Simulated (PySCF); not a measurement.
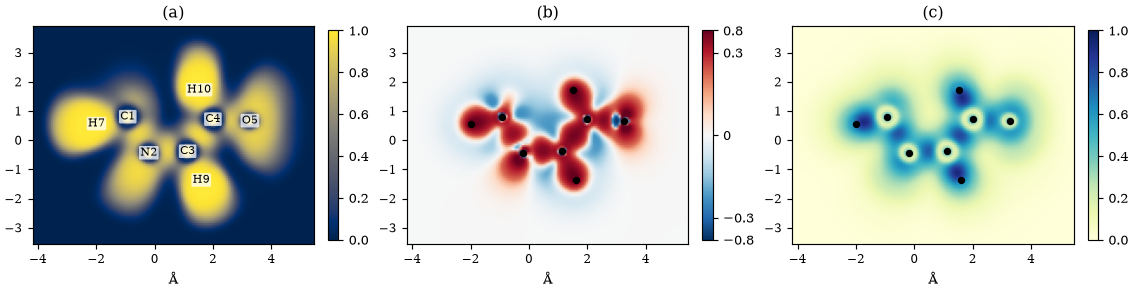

C3H5NO, charge −1, doublet, SMILES `C/N=C\[CH][O-]`. Three fields in a plane through 8 of the atoms. (b): red positive, blue negative.

Computed with PySCF, B3LYP/6-31+G*, geometry: GFN2-xTB. The highest occupied Kohn–Sham orbital has positive energy, a self-interaction fault of such functionals for anions. No frequency check shows the geometry to be a minimum. The stability of the open-shell solution wasn't checked. GFN2-xTB doesn't know the spin state, so this open-shell geometry is rough.

**The panels show, in some order, the deformation density, localised orbital locator (LOL) and electron localisation function (ELF). Which is which?**

(a) is the electron localisation function (ELF): it runs from 0 to 1 and is close to 1 over wide basins that fill the valence regions. (b) is the deformation density: it has both signs, with gains where valence electrons gather and losses around them. (c) is the localised orbital locator (LOL): it runs from 0 to 1, peaks where electrons are localised, as in bonds, and fades smoothly outside.
